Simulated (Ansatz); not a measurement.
# One shape, several levels: BH3Br− (SMILES [H][B-]([H])([H])Br)

Wanted: a comparison of 6 runs (B3LYP/STO-3G, PBE/STO-3G, PBE0/STO-3G, wB97M-V/STO-3G, RPA@PBE/STO-3G, CCSD/STO-3G) of BH3Br−. 

The calculation is run with Ansatz 0.2.0.

3 further runs of the same task are left out: 3 that didn't finish.

### 1 The structure to begin with

The species is BH3Br− (5 atoms), meant as a singlet with charge -1. SMILES: `[H][B-]([H])([H])Br`. The H5–B1 distance was set to 2.422 Å, away from the relaxed value. At this shape a bond of the SMILES string is far longer than usual.

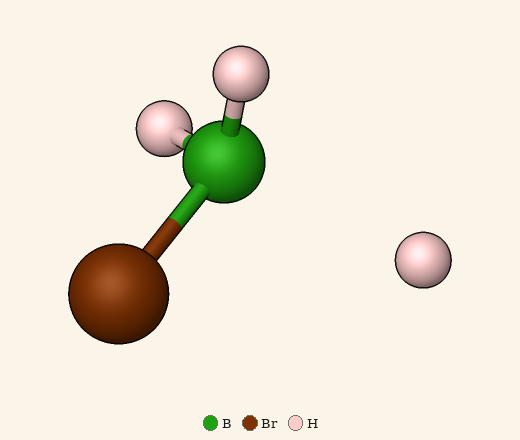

Viewed from a chosen angle; boron green, bromine brown, hydrogen pink.

### 2 The energy at B3LYP/STO-3G (run 1)

molecule.yaml

```yaml
crystal:
  periodic: [false, false, false]
  atoms:
    - symbol: B
      position_ang: [0.571541, 0.999567, 0.191457]
    - symbol: Br
      position_ang: [0.589151, 0.978007, 2.219387]
    - symbol: H
      position_ang: [1.723491, 1.008367, -0.183263]
    - symbol: H
      position_ang: [-0.011759, 2.001657, -0.159873]
    - symbol: H
      position_ang: [-0.576460, -0.996180, -0.561610]
basis:
  gaussian:
    orbitals: STO-3G
total_charge: -1
hamiltonian:
  xc: {name: B3LYP}
accuracy: high
```

The run is started by

```
$ ansatz run molecule.yaml --threads 1 --pin off --max-ram 2610MiB --events-out events.jsonl --progress --plain --runs-dir runs
```

Log:

```text
Warning: RAYON_NUM_THREADS=1 ignored (pool sized by the plan → 1); use --threads N
Functional definition: B3LYP
  name "B3LYP"
  parameter a0 = 0.2
  parameter ax = 0.72
  parameter ac = 0.81
  exchange = (1 - a0 - ax)*slater_x + ax*b88_x + a0*exact_x
  correlation = (1 - ac)*vwn_rpa_c + ac*lyp_c
361 factors; integrals over basis functions are off by at most 1.6e-8 eV
mean field evaluation 1: about -69987.3357 eV, gradient 2.0e1 eV
mean field evaluation 2: about -69972.6988 eV, gradient 4.3e1 eV
mean field evaluation 4: about -69991.1584 eV, gradient 3.1e0 eV
mean field evaluation 8: about -69991.1650 eV, gradient 9.8e-2 eV
mean field evaluation 16: about -69991.1651 eV, gradient 1.2e-6 eV
mean field -69991.16506076 eV, -2572.1278742673 hartree, gradient 1.0e-8 eV, S^2 0.000000; 0 other end points of the search recorded, 0 dependent functions left out
reference -69991.16508813 eV, -2572.1278752731 hartree; 22, 22 occupied and 4, 4 virtual orbitals, 361 factors
Total energy: -69991.16508813 eV, -2572.1278752731 hartree
```

Wall time 1 s (1 thread of Arm Neoverse V2, shared host); peak memory 0.093 GiB.

### 3 A single-point energy at PBE/STO-3G (run 2)

input.yaml

```yaml
crystal:
  periodic: [false, false, false]
  atoms:
    - {symbol: B, position_ang: [0.571541, 0.999567, 0.191457]}
    - {symbol: Br, position_ang: [0.589151, 0.978007, 2.219387]}
    - {symbol: H, position_ang: [1.723491, 1.008367, -0.183263]}
    - {symbol: H, position_ang: [-0.011759, 2.001657, -0.159873]}
    - {symbol: H, position_ang: [-0.576460, -0.996180, -0.561610]}
basis:
  gaussian: {orbitals: STO-3G}
total_charge: -1
hamiltonian: {xc: pbe}
accuracy: high
```

The run is started by

```
$ ansatz run input.yaml --threads 1 --pin off --max-ram 2610MiB --events-out events.jsonl --progress --plain --runs-dir runs
```

Log:

```text
Warning: RAYON_NUM_THREADS=1 ignored (pool sized by the plan → 1); use --threads N
Functional definition: PBE
  name "PBE"
  parameter kappa = 0.804
  parameter beta = 0.06672455060314922
  exchange = pbe_x(kappa = kappa, mu = beta*pi^2/3)
  correlation = pbe_c(beta = beta)
361 factors; integrals over basis functions are off by at most 1.6e-8 eV
mean field evaluation 1: about -69973.9931 eV, gradient 2.0e1 eV
mean field evaluation 2: about -69956.9818 eV, gradient 4.2e1 eV
mean field evaluation 4: about -69977.7791 eV, gradient 7.6e0 eV
mean field evaluation 8: about -69977.8609 eV, gradient 5.1e0 eV
mean field -69978.04331548 eV, -2571.6456590226 hartree, gradient 6.9e-8 eV, S^2 0.000000; 0 other end points of the search recorded, 0 dependent functions left out
reference -69978.04331723 eV, -2571.6456590868 hartree; 22, 22 occupied and 4, 4 virtual orbitals, 361 factors
Total energy: -69978.04331723 eV, -2571.6456590868 hartree
```

It took 1 s on 1 thread of Arm Neoverse V2, shared host; peak memory 0.092 GiB.

### 4 The energy at PBE0/STO-3G (run 3)

in.yaml

```yaml
crystal:
  periodic: [false, false, false]
  atoms:
    - {symbol: B, position_ang: [0.571541, 0.999567, 0.191457]}
    - {symbol: Br, position_ang: [0.589151, 0.978007, 2.219387]}
    - {symbol: H, position_ang: [1.723491, 1.008367, -0.183263]}
    - {symbol: H, position_ang: [-0.011759, 2.001657, -0.159873]}
    - {symbol: H, position_ang: [-0.576460, -0.996180, -0.561610]}
basis:
  gaussian:
    orbitals: STO-3G
accuracy: high
hamiltonian:
  xc: {name: PBE0}
total_charge: -1
```

The run is started by

```
$ ansatz run in.yaml --threads 1 --pin off --max-ram 2610MiB --events-out events.jsonl --progress --plain --runs-dir runs
```

Log:

```text
Warning: RAYON_NUM_THREADS=1 ignored (pool sized by the plan → 1); use --threads N
Functional definition: PBE0
  name "PBE0"
  parameter a = 0.25
[... 2 set-up lines as earlier in the session ...]
  exchange = (1 - a)*pbe_x(kappa = kappa, mu = beta*pi^2/3) + a*exact_x
[... 1 set-up line as earlier in the session ...]
361 factors; integrals over basis functions are off by at most 1.6e-8 eV
mean field evaluation 1: about -69980.2360 eV, gradient 2.0e1 eV
mean field evaluation 2: about -69966.7993 eV, gradient 4.3e1 eV
mean field evaluation 4: about -69984.0125 eV, gradient 2.1e0 eV
mean field evaluation 8: about -69983.9925 eV, gradient 1.4e-1 eV
mean field evaluation 16: about -69983.9926 eV, gradient 8.9e-8 eV
mean field -69983.99262293 eV, -2571.8642920388 hartree, gradient 2.8e-9 eV, S^2 0.000000; 0 other end points of the search recorded, 0 dependent functions left out
reference -69983.99262425 eV, -2571.8642920871 hartree; 22, 22 occupied and 4, 4 virtual orbitals, 361 factors
Total energy: -69983.99262425 eV, -2571.8642920871 hartree
```

It took 1 s on 1 thread of Arm Neoverse V2, shared host; peak memory 0.093 GiB.

Runs 4 to 5 aren't shown in full; the table further down has their settings and results.

### 5 A single-point energy at CCSD/STO-3G (run 6)

input.yaml

```yaml
basis:
  gaussian: {orbitals: STO-3G}
crystal:
  periodic: [false, false, false]
  atoms:
    - symbol: B
      position_ang: [0.571541, 0.999567, 0.191457]
    - symbol: Br
      position_ang: [0.589151, 0.978007, 2.219387]
    - symbol: H
      position_ang: [1.723491, 1.008367, -0.183263]
    - symbol: H
      position_ang: [-0.011759, 2.001657, -0.159873]
    - symbol: H
      position_ang: [-0.576460, -0.996180, -0.561610]
scf: {omitted_lower_state_checks: [cluster_reference, increment]}
total_charge: -1
accuracy: high
correlation: {method: ccsd, frozen_orbitals: {B: 1, Br: 9, H: 0}}
```

The run is started by

```
$ ansatz run input.yaml --threads 1 --pin off --max-ram 2610MiB --events-out events.jsonl --progress --plain --runs-dir runs
```

Log:

```text
Warning: RAYON_NUM_THREADS=1 ignored (pool sized by the plan → 1); use --threads N
[... 11 lines left out ...]
10 core orbitals not correlated: weight in the atoms' cores, before any rotation towards them, 1.000 or more for the frozen orbitals, at most 0.000 for the correlated occupied ones
[... 21 lines left out ...]
WARN: these amplitudes may be one of several solutions (largest doubles amplitude 0.40, level shift 2.20 eV)
Total energy: -69949.95583087 eV, -2570.6134630016 hartree
Checks for a lower state left out: cluster_reference, increment
```

It took 0.2 s on 1 thread of Arm Neoverse V2, shared host.

### 6 All runs side by side

```csv
run,level,frozen core orbitals,energy (Eh),wall time
1,B3LYP/STO-3G,–,-2572.127875,1 s
2,PBE/STO-3G,–,-2571.645659,1 s
3,PBE0/STO-3G,–,-2571.864292,1 s
4,wB97M-V/STO-3G,–,-2572.197150,13 s
5,RPA@PBE/STO-3G,10,-2570.656866,2.1 s
6,CCSD/STO-3G,10,-2570.613463,0.2 s
```

### 7 What came out

```
                                           quantity           value
                                run 6: total energy  -2570.61346 Eh
run 6: correlation energy (10 core orbitals frozen)      -124.2 mEh
                               run 6: T1 diagnostic           0.036
```

Totals of different functionals can't be ranked against each other. In run 6 the T1 diagnostic is large, so a single reference may not serve. In run 6 the log says that unrestricted orbitals would lower the reference, so the values rest on an unstable closed-shell determinant (other closed-shell runs at this shape may share the fault). In runs 1, 2, 3, 4, 5, 6 the basis is minimal, so the values are rough. All runs together took 19 s, the longest 13 s.
